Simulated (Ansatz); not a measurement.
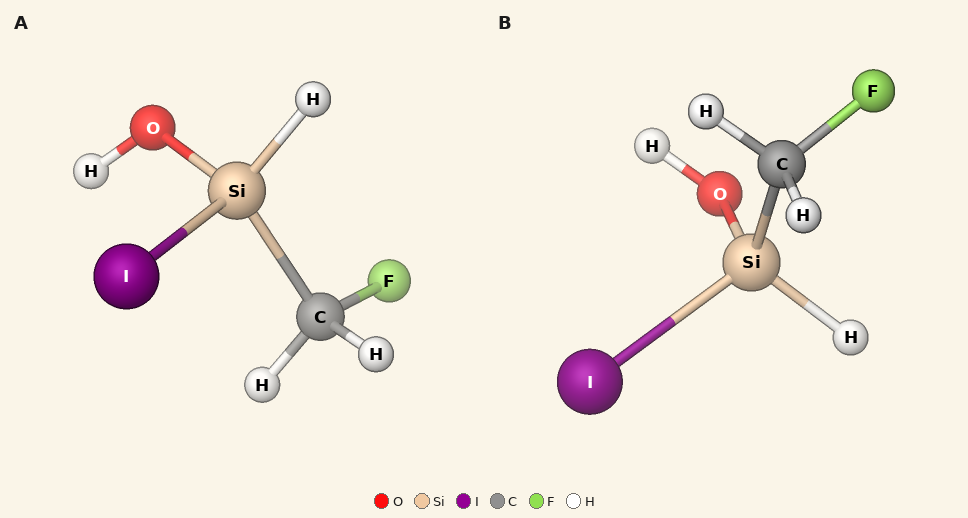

Atoms fade into the background with distance from the viewer. The geometry was computed by an optimisation with PBE0-D4/def2-TZVP. No frequency run is at hand to confirm it as a minimum.

**Are A and B the same structure? If not, how do they differ?**

No. They are enantiomers, mirror images that no rotation superimposes: A is O[Si@@H](I)CF (S), B is O[Si@H](I)CF (R). Their energies are equal.
